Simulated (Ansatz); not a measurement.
A series of calculations on CH5BFNSi

### Relaxation

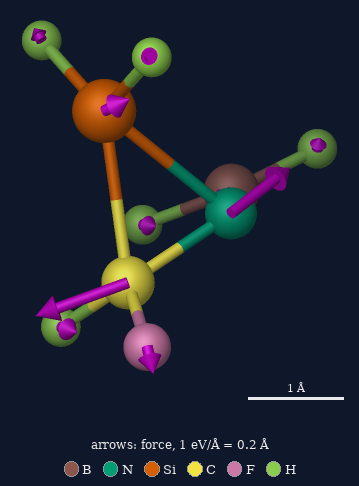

Starting geometry of CH$_{5}$BFNSi with the computed forces as purple arrows. Style: ball-and-stick. Shown from a free direction.

The run prepares an end point of a later path (torsion) calculation, from a guessed geometry.

The calculation used RKS LDA/STO-3G (Ansatz 0.2.0).

Input
```yaml
crystal:
  periodic: [false, false, false]
  atoms:
    - { symbol: B, position_ang: [0.1227, 1.2839, 0.8461] }
    - { symbol: "N", position_ang: [0.7963, 0.2602, 0.0059] }
    - { symbol: Si, position_ang: [-0.1628, -1.3177, 0.206] }
    - { symbol: C, position_ang: [0.1175, -0.1203, -1.1572] }
    - { symbol: F, position_ang: [0.8733, -0.5949, -2.1786] }
    - { symbol: H, position_ang: [0.6191, 1.8254, 1.7637] }
    - { symbol: H, position_ang: [-0.9963, 1.691, 0.5768] }
    - { symbol: H, position_ang: [-1.2677, -1.1407, 1.0846] }
    - { symbol: H, position_ang: [0.8089, -2.4369, 0.2731] }
    - { symbol: H, position_ang: [-0.8279, 0.4988, -1.4175] }
basis:
  gaussian: { orbitals: STO-3G }
hamiltonian:
  xc: lda
relax:
  f_tol: 0.015
  max_steps: 40
```

Run as
```bash
ansatz run input.yaml --threads 1 --pin off --max-ram 2048MiB --backend cpu --events-out ev --progress --plain --runs-dir out
```

### Is this structure relaxed? If not, where do the atoms go?

It isn't relaxed: the largest force vector, on C4, is 5.19 eV/Å. The final displacements have little in common with the starting forces (cosine between the two patterns 0.16). After 15 geometry steps the energy has fallen by 39.1 kcal/mol. Largest force component: 4.3 eV/Å at the start, 0.0097 eV/Å at the end. The atom that moves furthest after the best rigid fit is H7 (1.62 Å). Largest moves by element: H 1.62 Å, N 0.82 Å, F 0.55 Å, C 0.33 Å, B 0.28 Å, Si 0.16 Å. Some distances before and after: B1–Si3 2.694 → 3.059 Å, N2–C4 1.399 → 1.515 Å, B1–N2 1.486 → 1.377 Å, N2–Si3 1.857 → 1.764 Å. Bond angles that change, for instance: B1–N2–Si3 106.9° → 153.6°, B1–N2–C4 115.9° → 136.4°, Si3–C4–F5 114.6° → 124.9°. The run took roughly 40 core-seconds on a shared host.

Limits of the set-up: STO-3G is a minimal basis, so the numbers are rough.

### Relaxation

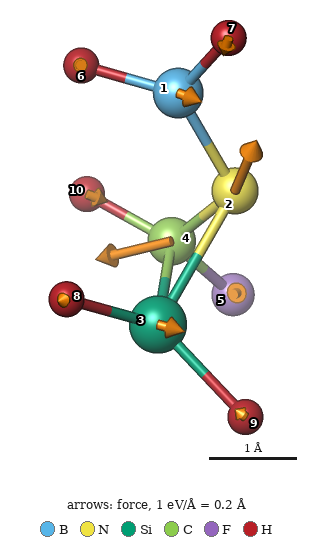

Starting geometry of CH₅BFNSi with the computed forces as orange arrows. The picture is a ball-and-stick view, seen from a free direction.

The run prepares an end point of a later path (torsion) calculation, from a guessed geometry.

Theory: RKS LDA/STO-3G in Ansatz 0.2.0.

Input
```yaml
crystal:
  periodic: [false, false, false]
  atoms:
    - { symbol: B, position_ang: [0.1227, 1.2839, 0.8461] }
    - { symbol: "N", position_ang: [0.7963, 0.2602, 0.0059] }
    - { symbol: Si, position_ang: [2.24428, 1.09512, -0.804] }
    - { symbol: C, position_ang: [2.03013, -0.2028, 0.4767] }
    - { symbol: F, position_ang: [2.4052, -1.44683, 0.08754] }
    - { symbol: H, position_ang: [0.6191, 1.8254, 1.7637] }
    - { symbol: H, position_ang: [-0.9963, 1.691, 0.5768] }
    - { symbol: H, position_ang: [2.33394, 2.46103, -0.41626] }
    - { symbol: H, position_ang: [2.33678, 0.59701, -2.1985] }
    - { symbol: H, position_ang: [2.33362, 0.15364, 1.53767] }
basis:
  gaussian: { orbitals: STO-3G }
hamiltonian:
  xc: lda
relax:
  f_tol: 0.015
  max_steps: 40
```

Run as
```bash
ansatz run input.yaml --threads 1 --pin off --max-ram 2048MiB --backend cpu --events-out ev --progress --plain --runs-dir out
```

Question: Is this structure relaxed? If not, where do the atoms go?

Answer: It isn't relaxed: the largest force vector, on C4, is 5.19 eV/Å. The final displacements have little in common with the starting forces (cosine between the two patterns 0.13). Over 14 accepted moves (16 points after the start) the energy falls by 1.699 eV. The largest force component goes from 4.3 to 0.0096 eV/Å. The line search rejected the trial steps at points 11, 15 of the run. The atom that moves furthest after the best rigid fit is H6 (1.64 Å). Largest moves by element: H 1.64 Å, N 0.81 Å, F 0.57 Å, C 0.32 Å, B 0.27 Å, Si 0.17 Å. Among the contacts that change: B1–Si3 2.694 → 3.059 Å, N2–C4 1.399 → 1.515 Å, B1–N2 1.486 → 1.377 Å, N2–Si3 1.857 → 1.763 Å. Among the angles between lasting bonds that change: B1–N2–Si3 106.9° → 153.6°, B1–N2–C4 115.9° → 136.4°, Si3–C4–F5 114.6° → 124.8°.

Limits of the set-up: STO-3G is a minimal basis, so the numbers are rough.

### Path

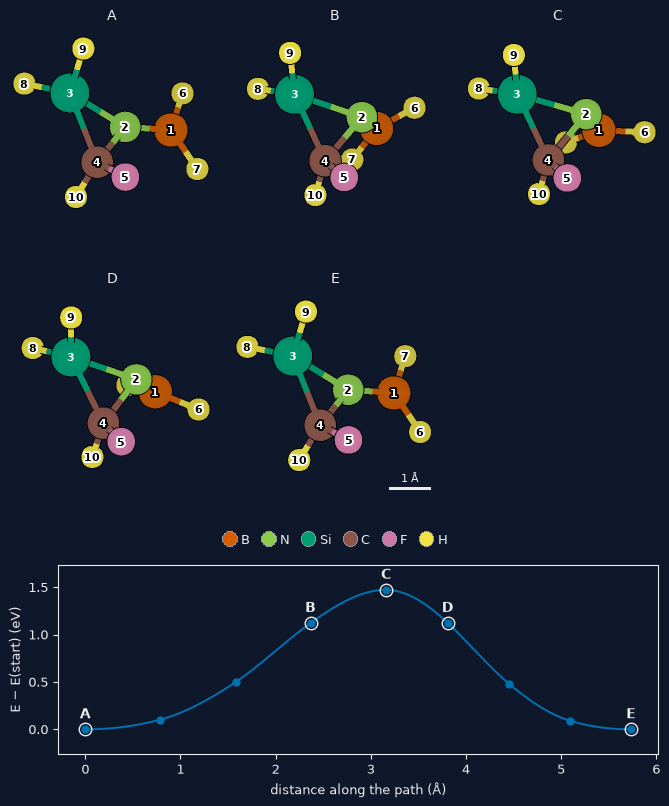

NEB run on CH₅BFNSi. Images are numbered from 0 (start) to 8 (end). Frames A to E are images 0, 3, 4, 5, 8. Style: ball-and-stick. Shown at a tilt.

Computed with Ansatz 0.2.0, RKS LDA/STO-3G. Run with 7 movable images; climbing image; force threshold 0.05 eV/Å; iteration limit 60; starting path through a guess of the saddle point.

**Describe the mechanism and the energy profile.**

The two ends have the same energy, and the highest point, image 4, lies 1.47 eV above the start. The motion is a rotation about the B1–N2 bond by about 180°. No bond forms or breaks between the ends. Among the angles between lasting bonds that change up to the highest image: B1–N2–Si3 153.6° → 116.7°, B1–N2–C4 136.4° → 107.3°. The band converged in 21 iterations. The largest component of the band force went from 150 to 0.041 eV/Å. The climbing image converged on the top of the path. Its vibrational analysis gives one imaginary mode (582i cm⁻¹), as a transition state must have.

Limits of the set-up: STO-3G is a minimal basis, so the numbers are rough.

The run took of the order of 3 core-minutes on a shared host.
